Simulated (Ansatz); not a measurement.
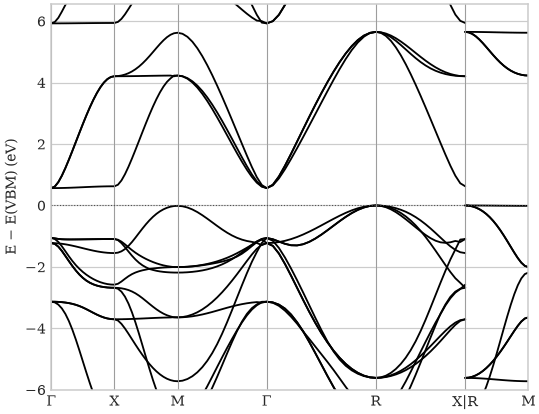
Figure: Band structure from the program Ansatz at the LDA level (PAW)

Problem. Read off the gap and where the band edges lie.

Solution. About 0.6 eV (0.57 eV by a search for the band edges); maximum at R, minimum at Γ.

Problem. Pick the material that matches.
A. LaLuO3, cubic perovskite
B. WO3, ReO3 type
C. BaTiO3, cubic perovskite

Solution. B, WO3, ReO3 type

Space group Pm-3m (ReO3 type). The first step of the workflow began from a Materials Project structure, measured or hypothetical; the Crystallography Open Database copy checked does not list it. COD files the formula under space group No. 2, 14, 62, 129, 130, 191. Its standing as an ambient phase is unchecked. Symmetry was held in the LDA relaxation. At this level the phase is dynamically unstable (imaginary phonons). The run is not spin-polarised. No Hubbard U is applied. Scalar-relativistic: spin–orbit coupling is off unless named, which matters more the heavier the elements.

Potentials: the earlier of the program's two PAW sets. The files were generated under PBE; for other functionals the program regenerates the frozen cores, and for LDA and PBEsol the local potential too.
